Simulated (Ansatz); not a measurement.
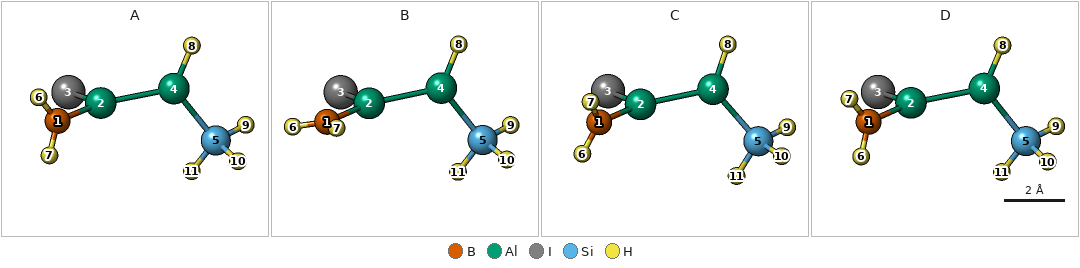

4 geometries from a converged minimum-energy path of Al2BSiH6I, shuffled. The picture is a ball-and-stick view, seen at a tilt.

Level of theory: RKS B3LYP-D4/def2-SVP in Ansatz 0.2.0. Settings: 5 movable images; climbing image; force threshold 0.03 eV/Å; iteration limit 60; starting path by image-dependent pair potential.

Which frame is the transition state?

Answer. B. In order along the path, whose images run from 0 to 6: D (image 0, 0.0 kJ/mol), C (image 1, +2.6 kJ/mol), B (image 3, +15.8 kJ/mol), A (image 6, 0.0 kJ/mol). The motion is a rotation about the B1–Al2 bond by about 180°. No bond forms or breaks between the ends. Bond angles that change up to the highest image, for instance: I3–Al2–Al4 103.9° → 97.9°, B1–Al2–I3 109.9° → 115.2°.

Cost: 2.1 min on 2 threads of Intel(R) Xeon(R) Platinum 8488C (Sapphire Rapids), on a shared host, peak memory 0.36 GiB.
